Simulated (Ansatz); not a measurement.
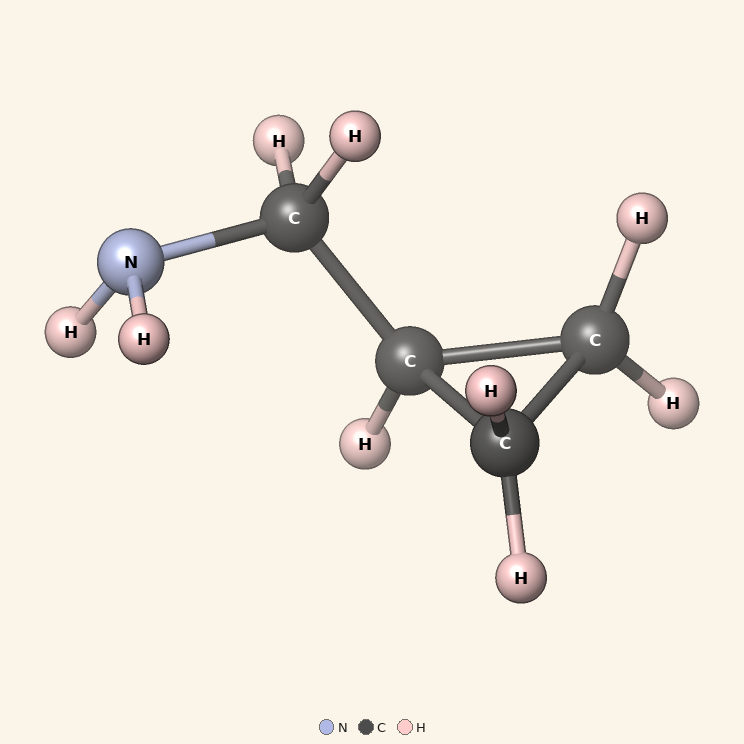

Orthographic view. Atoms fade into the background with distance from the viewer. The computed structure is the end point of a PBE-D4/def2-SVP optimisation. No frequency run is at hand to confirm it as a minimum.

### Write the InChI string.

InChI=1S/C4H9N/c5-3-4-1-2-4/h4H,1-3,5H2
